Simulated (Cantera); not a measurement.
Feed: 1 mol Ta, a varied amount of CO₂, at 2025 °C and 1000 Pa.

Equilibrium computed with Cantera from the NASA thermochemical tables; the gas is ideal and each condensed phase is pure. Candidate condensed phases: C, Ta, TaC, Ta₂O₅; 15 gas species. Mutual solubility and eutectic melting of coexisting phases are not modelled. Condensed phases not in the tables: Ta₂C, N, O or C dissolved in the metal. Kinetics and transport are ignored.

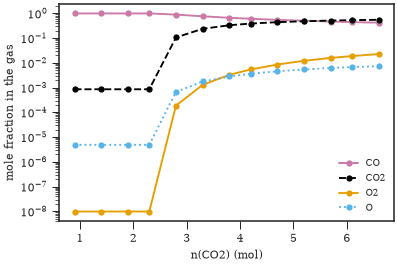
Figure: Equilibrium gas composition (values under 1e-9 drawn at 1e-9)

Task: Read off the mole fractions at 5.7 mol CO₂.

Result: CO₂ about 0.51, CO about 0.47, O₂ about 0.016, O about 0.0062.
